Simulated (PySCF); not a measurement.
# What a change does: single-point calculation on BH₃O₂

System: BH₃O₂.
Method of run A: RKS PBE-D4/def2-TZVPP, density fitting (PySCF 2.14.0).

The geometry comes from this level: PBE0-D4/def2-TZVP. Text and figures count atoms from 1; the logs count them from 0 in places.

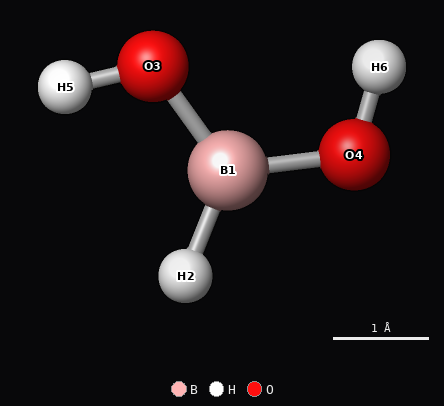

**Figure 1.** The structure as given in the input (ball-and-stick view, seen on its broad side; atoms are numbered from 1 in the order of the input).

## Input, run A
```python
import json, numpy as np
from pyscf import gto, scf, dft, mp, cc
EV, BOHR = 27.211386245988, 0.529177210903
mol = gto.M(atom="""
B 0.806591 0.387617 0.009049
H 0.837045 0.558661 1.194324
O 0.454599 1.377129 -0.860532
O 1.134211 -0.833630 -0.473740
H 0.240486 2.203584 -0.425072
H 1.079553 -0.873345 -1.433971
""", basis="def2-tzvpp", charge=0, spin=0, max_memory=8670, verbose=0)
def mean_field(mol, dm=None):
    mf = dft.RKS(mol, xc="pbe").density_fit()
    mf.conv_tol = 1e-9; mf.grids.level = 4
    mf.kernel(dm0=dm)
    if not mf.converged: mf = mf.newton().run(mf.mo_coeff, mf.mo_occ)
    assert mf.converged
    return mf
def d4(mol):
    from pyscf.dispersion.dftd4 import DFTD4Dispersion
    real = gto.M(atom=[(mol.atom_pure_symbol(i), mol.atom_coord(i)) for i in range(6)], unit='B', charge=mol.charge, spin=None, basis='def2-svp', verbose=0)
    r = DFTD4Dispersion(real, xc="pbe", atm=True).get_dispersion(grad=True); return r["energy"], r["gradient"]
def energy_and_gradient(mol, dm=None):
    mf = mean_field(mol, dm); e, g = d4(mol)
    return mf, (mf.e_tot + e) * EV, (mf.nuc_grad_method().kernel()[:6] + g) * EV / BOHR
out = {}
mf = mean_field(mol); e = d4(mol)[0]
out.update(energy=(mf.e_tot + e) * EV, converged=True, dispersion=e * EV)
out['s2'] = mf.spin_square()[0]; out['nelec'] = mol.nelec
print(f"Total energy {out['energy']:.6f} eV, <S^2> {out['s2']:.4f}")
json.dump(out, open("out.json", "w"), default=float)
```

Command:
```bash
OMP_NUM_THREADS=4 python run.py
```

Hardware: 4 threads of Arm Neoverse V1, 23 GiB of memory available, shared host.

## Output (run A)
```
Total energy -4818.623872 eV, <S^2> 0.0000
```

The input of run B differs as follows (lines with − go, lines with + come):
```diff
-    mf = dft.RKS(mol, xc="pbe").density_fit()
+    mf = dft.RKS(mol, xc="pbe0").density_fit()
-    r = DFTD4Dispersion(real, xc="pbe", atm=True).get_dispersion(grad=True); return r["energy"], r["gradient"]
+    r = DFTD4Dispersion(real, xc="pbe0", atm=True).get_dispersion(grad=True); return r["energy"], r["gradient"]
```

How does run B compare with run A?

The total energies belong to different models, so their difference says nothing on which is more stable or more accurate. The functional changes from PBE to PBE0.

## Output (run B)
```
Total energy -4818.791339 eV, <S^2> 0.0000
```

## The two runs side by side

| quantity | run A | run B |
| --- | --- | --- |
| outcome | converged | converged |
| total energy (hartree) | −177.081161 | −177.087315 |
| basis functions | 135 | 135 |
| wall time (shared host) | 4.6 s | 4 s |
